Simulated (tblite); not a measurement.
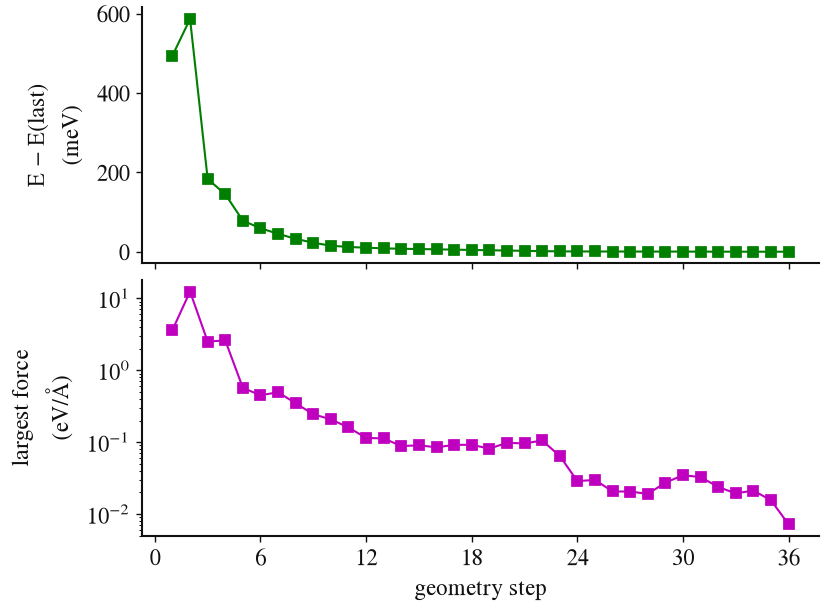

History of a geometry optimisation. C6H3N2OP (SMILES N#Cc1cpc(C=O)cn1); GFN2-xTB geometry optimisation, gas phase in tblite 0.8.0.

The optimisation met its thresholds at geometry 36, counting the start as the first. The energy fell by about 490 meV from the first step to the last, with a rise at step 2. The largest force goes from about 3.6 eV/Å at the start to 7 × 10⁻³ eV/Å at the end, with a peak of 12 eV/Å at step 2.
